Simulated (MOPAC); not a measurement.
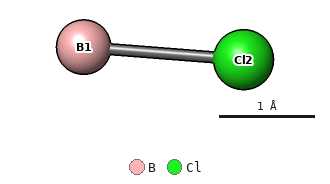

Fig. 1: The input geometry (ball-and-stick view, seen at an oblique angle; atoms are numbered from 1 in the order of the input). Bond lengths as drawn: B–Cl 1.71 Å.

BCl: frequency calculation

System: BCl, SMILES [B]Cl.
Method: MNDOD, closed shell (MOPAC 23.2.5).

The geometry was optimised with MNDOD.

**Input file (bcl.mop)**
```
mndod thermo(200,600,200) force aux(precision=9) threads=1
BCl, MNDOD

B     -0.003098 +1    -0.011778 +1    -0.063388 +1
Cl    -0.008449 +1     0.005704 +1     1.643451 +1
```

Run as:
```bash
mopac bcl.mop
```

**Log**
```
MOPAC v23.2.5
MNDOD CALCULATION RESULTS

 *  MNDOD      - The MNDOD Hamiltonian to be used
 *  FORCE      - FORCE CALCULATION SPECIFIED
 *  THREADS=1  - MULTI-THREADING NOT USED
 *  AUX        - OUTPUT AUXILIARY INFORMATION
 *  THERMO     - THERMODYNAMIC QUANTITIES TO BE CALCULATED
mndod thermo(200,600,200) force aux(precision=9) threads=1
 BCl, MNDOD

   ATOM   CHEMICAL          X               Y               Z
  NUMBER   SYMBOL      (ANGSTROMS)     (ANGSTROMS)     (ANGSTROMS)

     1       B         -0.00309800  *  -0.01177800  *  -0.06338800  *
     2      Cl         -0.00844900  *   0.00570400  *   1.64345100  *

          CARTESIAN COORDINATES

    NO.       ATOM           X           Y           Z

     1         B         -0.0031     -0.0118     -0.0634
     2        Cl         -0.0084      0.0057      1.6435

           Empirical Formula: B Cl  =     2 atoms

      MOLECULAR POINT GROUP   :   C*v

      RHF CALCULATION, NO. OF DOUBLY OCCUPIED LEVELS = 5

          HEAT OF FORMATION =      12.513901 KCALS/MOLE

          CARTESIAN COORDINATE DERIVATIVES

   NUMBER  ATOM         X            Y            Z

     1       B      0.014762     0.000000     0.000000
     2      Cl     -0.014762     0.000000     0.000000

 DIPOLE           X         Y         Z       TOTAL
 POINT-CHG.    -1.303     0.000     0.000     1.303
 HYBRID         1.073    -0.000     0.000     1.073
 SUM           -0.230    -0.000     0.000     0.230

          GRADIENT NORM =   0.02088

          MOLECULAR WEIGHT =   46.26

          ROTATIONAL CONSTANTS IN CM(-1)

          A =    0.00000000   B =    0.69844042   C =    0.69844042

           PRINCIPAL MOMENTS OF INERTIA IN UNITS OF 10**(-40)*GRAM-CM**2

          A =        0.0000   B =       40.0807   C =       40.0807

          ORIENTATION OF MOLECULE IN FORCE CALCULATION

    NO.       ATOM         X         Y         Z

     1          B      -1.3081    0.0000    0.0000
     2         Cl       0.3988    0.0000    0.0000

    FIRST DERIVATIVES WILL BE USED IN THE CALCULATION OF SECOND DERIVATIVES

          ESTIMATED TIME TO COMPLETE CALCULATION =        0.09 SECONDS

    FOR POINT-GROUP C*v  THERE ARE  84 UNIQUE SYMMETRY FUNCTIONS.

 STEP:   1 TIME =     0.00 SECS, INTEGRAL =      0.00 TIME LEFT: 172800.00
 STEP:   2 TIME =     0.00 SECS, INTEGRAL =      0.00 TIME LEFT: 172800.00
 STEP:   3 TIME =     0.00 SECS, INTEGRAL =      0.00 TIME LEFT: 172800.00
 STEP:   4 TIME =     0.00 SECS, INTEGRAL =      0.00 TIME LEFT: 172800.00
 STEP:   5 TIME =     0.00 SECS, INTEGRAL =      0.00 TIME LEFT: 172800.00
 STEP:   6 TIME =     0.00 SECS, INTEGRAL =      0.00 TIME LEFT: 172800.00

(To convert to Hartree/Bohr^2, multiply by (10^(-21) x N x a0^2)/(4.184 x 627.51) =  0.0642)

           FORCE MATRIX IN MILLIDYNES/ANGSTROM

                  B  1      Cl  2
 ------------------------------
     B    1   4.418278
    Cl    2   4.418278   4.418277

          HEAT OF FORMATION =      12.513901 KCALS/MOLE

          ZERO POINT ENERGY       1.360 KCAL/MOL

           NORMAL COORDINATE ANALYSIS (Total motion = 1 Angstrom)

   Root No.       1

                 1 Sig

                 951.5

           1    0.7663
           2   -0.0000
           3   -0.0000
           4   -0.2337
           5    0.0000
           6    0.0000

           MASS-WEIGHTED COORDINATE ANALYSIS (NORMAL COORDINATES)

   Root No.       1

                 1 Sig

                 951.5

           1    0.8754
           2   -0.0000
           3   -0.0000
           4   -0.4834
           5    0.0000
           6    0.0000

          DESCRIPTION OF VIBRATIONS

 VIBRATION          1    1Sig        ATOM PAIR     ENERGY CONTRIBUTION    RADIAL
 FREQUENCY           951.48         B 1 -- Cl2        +100.0% (100.0%)    100.0%
 TRANSITION DIPOLE   6.7157
 TRAVEL (Ang.)       0.0925
 REDUCED MASS        8.2841
 EFFECTIVE MASS     15.2951
 FORCE CONSTANT      4.4183

      SYMMETRY NUMBER FOR POINT-GROUP C*v =  1

          SYSTEM IS A GROUND STATE

 BCl, MNDOD

          MOLECULE IS LINEAR

          THERE ARE  1 GENUINE VIBRATIONS IN THIS SYSTEM
          THIS THERMODYNAMICS CALCULATION IS LIMITED TO
          MOLECULES WHICH HAVE NO INTERNAL ROTATIONS

                    CALCULATED THERMODYNAMIC PROPERTIES
                                          *
   TEMP. (K)   PARTITION FUNCTION   H.O.F.    ENTHALPY  HEAT CAPACITY ENTROPY
                                   KCAL/MOL   CAL/MOLE    CAL/K/MOL  CAL/K/MOL

 298.00  VIB.     0.1010D+01                    27.8062     0.4330     0.1135
         ROT.     0.2966D+03                   592.2035     1.9873    13.2994
         INT.     0.2996D+03                   620.0097     2.4202    13.4129
         TRA.     0.3042D+27                  1480.5087     4.9681    37.4181
         TOT.                       12.514    2100.5184     7.3884    50.8309

 200.00  VIB.     0.1001D+01                     2.9020     0.0994     0.0166
         ROT.     0.1990D+03                   397.4520     1.9873    12.5069
         INT.     0.1993D+03                   400.3540     2.0867    12.5235
         TRA.     0.1673D+27                   993.6300     4.9681    35.4369
         TOT.                       11.807    1393.9840     7.0548    47.9604

 400.00  VIB.     0.1034D+01                    91.7979     0.8118     0.2955
         ROT.     0.3981D+03                   794.9040     1.9873    13.8843
         INT.     0.4115D+03                   886.7019     2.7991    14.1798
         TRA.     0.4731D+27                  1987.2600     4.9681    38.8805
         TOT.                       13.287    2873.9619     7.7673    53.0603

 600.00  VIB.     0.1114D+01                   309.4614     1.3105     0.7299
         ROT.     0.5971D+03                  1192.3560     1.9873    14.6901
         INT.     0.6651D+03                  1501.8174     3.2978    15.4200
         TRA.     0.8692D+27                  2980.8900     4.9681    40.8949
         TOT.                       14.896    4482.7074     8.2659    56.3149

   *: NOTE: HEATS OF FORMATION ARE RELATIVE TO THE
            ELEMENTS IN THEIR STANDARD STATE AT 298K
              (=  Standard Enthalpy of Formation).

            Hvib:  Zero-point energy is not included.
                   frequencies of less than zero cm-1 are not included.
            Hrot = (3/2)RT
            Htra = (3/2)RT + pV = (5/2)RT

            Heat capacity is Cp, not Cv

           FORCE CONSTANT IN CARTESIAN COORDINATES (Millidynes/A)

    ATOM   CHEMICAL       X               Y               Z
   NUMBER   SYMBOL  FORCE CONSTANT  FORCE CONSTANT  FORCE CONSTANT

      1       B        4.418275        0.003189        0.003189
      2      Cl        4.418275        0.003189        0.003189

 *                    *
 * JOB ENDED NORMALLY *
 *                    *

 TOTAL JOB TIME:             0.02 SECONDS

 == MOPAC DONE ==
```

**Results in brief**

| quantity | value |
| --- | --- |
| outcome | converged |
| heat of formation | 12.51 kcal/mol |
| basis functions | 13 |
| zero-point energy | 0.002167 hartree |
| wavenumbers, lowest and highest | 951 cm⁻¹ |
| hardware | 1 thread of AMD EPYC (Zen 5), 128 GiB of memory available, shared host |
| peak memory | 0.078 GiB |

**Remarks**

MOPAC's energies along a path are heats of formation.
